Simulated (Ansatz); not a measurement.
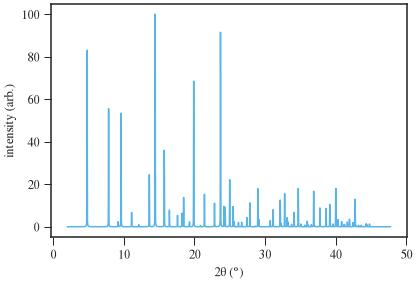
Figure. Simulated powder pattern, Mo Kα, λ = 0.71073 Å

The pattern belongs to a structure relaxed with plane-wave PAW r²SCAN (Ansatz code).

### Question
Which compound is it?
A) TiSi2, Cmcm (Ti on 4c, Si on 4c, Si on 4c)
B) Si3P4, I-43d (Si on 12a, P on 16c)
C) Si, Fd-3m (Si on 8a, Si on 32e, Si on 96g)
D) W, Fd-3m (W on 8a, W on 16d)

### Answer
C, Si, Fd-3m (Si on 8a, Si on 32e, Si on 96g)

The first step of the workflow began from a Materials Project structure, measured or hypothetical. Its sites differ from those of the usual phase in this space group: another stacking or structure type. The r²SCAN relaxation kept the symmetry of its start; whether a distortion lowers the energy is not shown.

Potentials: the earlier of the program's two PAW sets.
